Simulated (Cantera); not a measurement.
Feed: 1 mol Nb2O5, a varied amount of H2, 0.095 mol H2O, held at 1500 K and 1.00 bar.

These are equilibrium values from Cantera (NASA tables, ideal gas, pure condensed phases), not measurements of a reactor. Candidate condensed phases: H2O, Nb, NbO, NbO2, Nb2O5; 12 gas species. Mutual solubility and eutectic melting of coexisting phases are not modelled. Condensed phases not in the tables: the oxides between NbO2 and Nb2O5. Kinetics and transport are ignored.

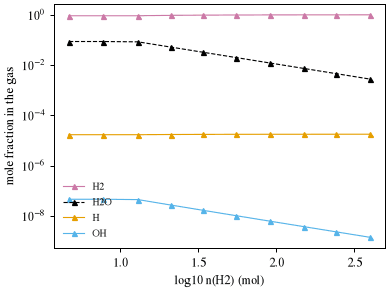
Figure: Equilibrium gas composition (values under 1e-9 drawn at 1e-9)

From 4.7 mol H2 to 7.7 mol H2 the condensed part is NbO2(s) + Nb2O5(s). From 13 mol H2 to 400 mol H2 the condensed part is NbO2(s).
